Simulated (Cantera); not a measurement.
Charge: 1 mol PbO, a varied amount of CO, held at 1273.15 K and 1000 Pa.

These are equilibrium values from Cantera (NASA tables, ideal gas, pure condensed phases), not measurements of a reactor. Candidate condensed phases: C, Pb, PbO, PbO₂, Pb₃O₄; 15 gas species. Equilibrium is a limit: real reactors are often held back by kinetics, nucleation or transport.

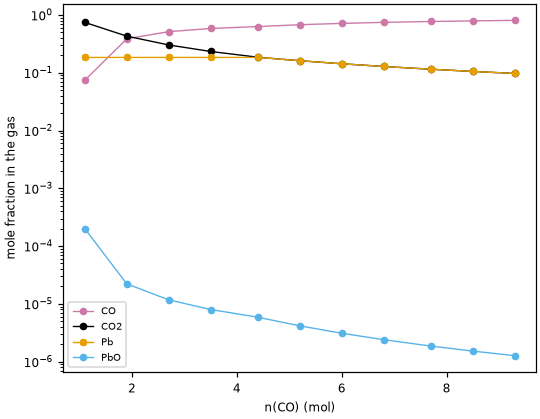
Fig. 1. Equilibrium gas composition (values under 1e-9 drawn at 1e-9)

Read off the mole fractions at 3.5 mol CO.

CO about 0.58, CO₂ about 0.23, Pb about 0.18, PbO about 8.0e-6.
